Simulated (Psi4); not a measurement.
# C2H2F4 (norflurane) at B2PLYP/cc-pVDZ (density fitting for correlation)

What is the vertical singlet–triplet gap of C2H2F4 (norflurane) at B2PLYP/cc-pVDZ (density fitting for correlation)? 

Program for the calculation: Psi4 1.11.

2 further runs of the same task are left out: 1 that didn't finish, 1 set aside as unsound or not needed.

### Step 1. The structure to begin with

C2H2F4: 8 atoms, total charge 0, spin state singlet. As SMILES, `FCC(F)(F)F`. The coordinates come from a PBE0-D4/def2-TZVP relaxation.

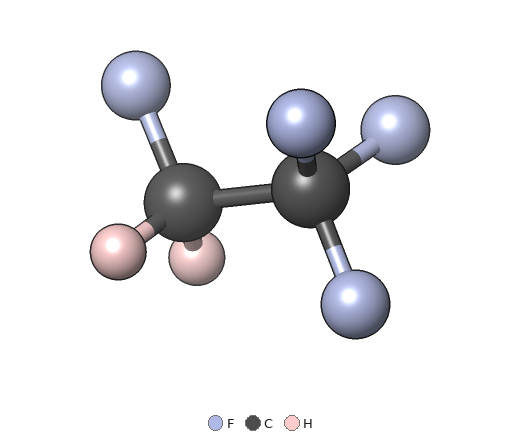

The structure, seen from a chosen angle (fluorine light blue, carbon dark grey, hydrogen pink).

### Step 2. The energy at B2PLYP/cc-pVDZ (density fitting for correlation)

Contents of run_ase.py:

```python
import numpy as np
from ase.calculators.psi4 import Psi4
from ase import Atoms

mol = Atoms(['F', 'C', 'C', 'F', 'F', 'F', 'H', 'H'], positions=[
    [-0.224600, -1.506500, 0.915200],
    [-0.211200, -0.737800, -0.211700],
    [0.211200, 0.674300, 0.135500],
    [1.434400, 0.711300, 0.662400],
    [0.217100, 1.411800, -0.982100],
    [-0.624600, 1.243600, 1.002900],
    [0.502000, -1.148600, -0.930100],
    [-1.212300, -0.705100, -0.647900],
])
calc = Psi4(atoms=mol, method='b2plyp', basis='cc-pVDZ', memory='1600MB', num_threads=1, charge=0, multiplicity=1, label='psi4-calc')
calc.psi4.set_options({'puream': True, 'e_convergence': 1e-09, 'd_convergence': 1e-08, 'scf_type': 'pk', 'dft_radial_points': 99, 'dft_spherical_points': 590, 'num_frozen_docc': 6})
mol.calc = calc

print(f'energy: {mol.get_potential_energy():.6f} eV')
```

On the command line:

```bash
python run_ase.py
```

psi4-calc.dat:

```text
[...]
  Running in c1 symmetry.
[...]
  Nuclear repulsion =  273.039960987056929
[...]
  Multiplicity = 1
[...]
  Nalpha       = 25
  Nbeta        = 25
[...]
    Number of basis functions: 94
[...]
   @RKS iter   1:  -476.02095087727128   -3.66851e-01   5.37323e-03 DIIS/ADIIS
[...]
   @RKS iter  11:  -476.11253334348476   -9.54969e-12   9.37099e-09 DIIS
[...]
    Orbital Energies [Eh]
    ---------------------
    Doubly Occupied:
       1A    -25.414391     2A    -25.410832     3A    -25.410805
       4A    -25.379232     5A    -10.889210     6A    -10.738840
       7A     -1.502466     8A     -1.409548     9A     -1.406877
      10A     -1.392689    11A     -0.909477    12A     -0.787567
      13A     -0.701638    14A     -0.701171    15A     -0.677834
      16A     -0.608060    17A     -0.603346    18A     -0.570949
      19A     -0.569534    20A     -0.541151    21A     -0.529689
      22A     -0.529442    23A     -0.512110    24A     -0.453063
      25A     -0.440772
[...]
  @RKS Final Energy:  -476.11253334348476
   => Energetics <=
    Nuclear Repulsion Energy =            273.0399609870569293
    One-Electron Energy =               -1203.7088561683981425
    Two-Electron Energy =                 480.1802088249657459
    DFT Exchange-Correlation Energy =     -25.6238469871092853
    Empirical Dispersion Energy =           0.0000000000000000
    VV10 Nonlocal Energy =                  0.0000000000000000
    Total Energy =                       -476.1125333434847562
[...]
 Multipole Moments:
 ------------------------------------------------------------------------------------
     Multipole            Electronic (a.u.)      Nuclear  (a.u.)        Total (a.u.)
 ------------------------------------------------------------------------------------
 L = 1.  Multiply by 2.5417464519 to convert [e a0] to [Debye]
 Dipole X            :          0.9496301           -1.1523862           -0.2027561
 Dipole Y            :          2.5401237           -2.8838426           -0.3437189
 Dipole Z            :          1.7776944           -2.4686435           -0.6909491
 Magnitude           :                                                    0.7979119
[...]
```

Standard output:

```text
energy: -12964.504079 eV
```

It took 50 s on 1 thread of Intel Xeon at 2.50GHz (Skylake/Cascade Lake), shared host; peak memory 0.9 GiB.

### Step 3. The triplet

Contents of job.json:

```json
{
 "schema_name": "qcschema_input",
 "schema_version": 1,
 "molecule": {
  "schema_name": "qcschema_molecule",
  "schema_version": 2,
  "symbols": ["F", "C", "C", "F", "F", "F", "H", "H"],
  "geometry": [-0.42443249, -2.84687241, 1.72947735, -0.39911016, -1.39423993, -0.40005502, 0.39911016, 1.27424233, 0.25605789, 2.71062315, 1.34416219, 1.25175458, 0.41025954, 2.66791534, -1.85590003, -1.18032294, 2.35006341, 1.89520633, 0.94864251, -2.17053943, -1.75763427, -2.29091498, -1.33244589, -1.22435356],
  "molecular_charge": 0,
  "molecular_multiplicity": 3,
  "fix_symmetry": "c1"
 },
 "driver": "energy",
 "model": {
  "method": "b2plyp",
  "basis": "cc-pVDZ"
 },
 "keywords": {
  "reference": "uks",
  "puream": true,
  "e_convergence": 1e-09,
  "d_convergence": 1e-08,
  "scf_type": "pk",
  "dft_radial_points": 99,
  "dft_spherical_points": 590,
  "num_frozen_docc": 6,
  "maxiter": 200
 }
}
```

On the command line:

```bash
psi4 --qcschema job.json -n 1 --memory 1600MB
```

stdout:

```text
[...]
  Running in c1 symmetry.
[...]
  Nuclear repulsion =  273.039961114004711
[...]
  Multiplicity = 3
[...]
  Nalpha       = 26
  Nbeta        = 24
[...]
    Number of basis functions: 94
[...]
   @UKS iter   1:  -475.62797481597744    2.61251e-02   5.28470e-03 DIIS/ADIIS
[...]
   @UKS iter  26:  -475.73627674178709   -2.45564e-10   9.41034e-09 DIIS
[...]
   @S^2 Observed:                2.009307255E+00
[...]
    Orbital Energies [Eh]
    ---------------------
    Alpha Occupied:
       1A    -25.487583     2A    -25.415456     3A    -25.415446
       4A    -25.409156     5A    -10.912994     6A    -10.712984
       7A     -1.512954     8A     -1.499419     9A     -1.413201
      10A     -1.411303    11A     -0.940055    12A     -0.802601
      13A     -0.725451    14A     -0.724106    15A     -0.708365
      16A     -0.679821    17A     -0.654315    18A     -0.612837
      19A     -0.578584    20A     -0.577724    21A     -0.537082
      22A     -0.532383    23A     -0.514237    24A     -0.482326
      25A     -0.480644    26A     -0.068916
    Alpha Virtual:
[...]
  @UKS Final Energy:  -475.73627674178709
   => Energetics <=
    Nuclear Repulsion Energy =            273.0399611140047114
    One-Electron Energy =               -1202.7989037837235173
    Two-Electron Energy =                 479.6104665096811459
    DFT Exchange-Correlation Energy =     -25.5878005817493879
    Empirical Dispersion Energy =           0.0000000000000000
    VV10 Nonlocal Energy =                  0.0000000000000000
    Total Energy =                       -475.7362767417870941
[...]
 Multipole Moments:
 ------------------------------------------------------------------------------------
     Multipole            Electronic (a.u.)      Nuclear  (a.u.)        Total (a.u.)
 ------------------------------------------------------------------------------------
 L = 1.  Multiply by 2.5417464519 to convert [e a0] to [Debye]
 Dipole X            :          0.9828642           -1.1523862           -0.1695220
 Dipole Y            :          2.4256813           -2.8838426           -0.4581613
 Dipole Z            :          2.1608445           -2.4686435           -0.3077989
 Magnitude           :                                                    0.5773991
[...]
```

The result, in JSON:

```text
{
 "driver": "energy",
 "model": {
  "method": "b2plyp",
  "basis": "cc-pVDZ"
 },
 "success": true,
 "return_result": -476.0729375638567,
 "properties": {
  "calcinfo_nbasis": 94,
  "calcinfo_nmo": 94,
  "calcinfo_nalpha": 26,
  "calcinfo_nbeta": 24,
  "calcinfo_natom": 8,
  "nuclear_repulsion_energy": 273.0399611140047,
  "return_energy": -476.0729375638567,
  "scf_one_electron_energy": -1202.7989037837235,
  "scf_two_electron_energy": 479.61046650968115,
  "scf_xc_energy": -25.587800581749388,
  "scf_dipole_moment": [-0.16952203300923252, -0.45816129750653944, -0.3077989352423791],
  "scf_total_energy": -475.7362767417871,
  "scf_iterations": 26
 }
}
```

Run time: 1.8 min. Hardware: 1 thread of Intel Xeon at 2.50GHz (Skylake/Cascade Lake), shared host; peak memory 0.87 GiB.

### Step 4. Outcome

Level: B2PLYP/cc-pVDZ (density fitting for correlation), 6 core orbitals frozen.

```
                                                         quantity          value
                                            singlet: total energy  -476.43674 Eh
                       singlet: HOMO energy (SCF part's orbitals)      -11.99 eV
                       singlet: LUMO energy (SCF part's orbitals)        3.04 eV
                     singlet: HOMO–LUMO gap (SCF part's orbitals)       15.03 eV
                                            triplet: total energy  -476.07294 Eh
triplet: HOMO energy (SCF part's orbitals) (highest over α and β)       -1.88 eV
                                                    triplet: ⟨S²⟩          2.009
                 vertical energy of the triplet above the singlet       9.900 eV
```

**Reading.** At this shape the triplet lies 9.90 eV (955 kJ/mol) above the singlet.
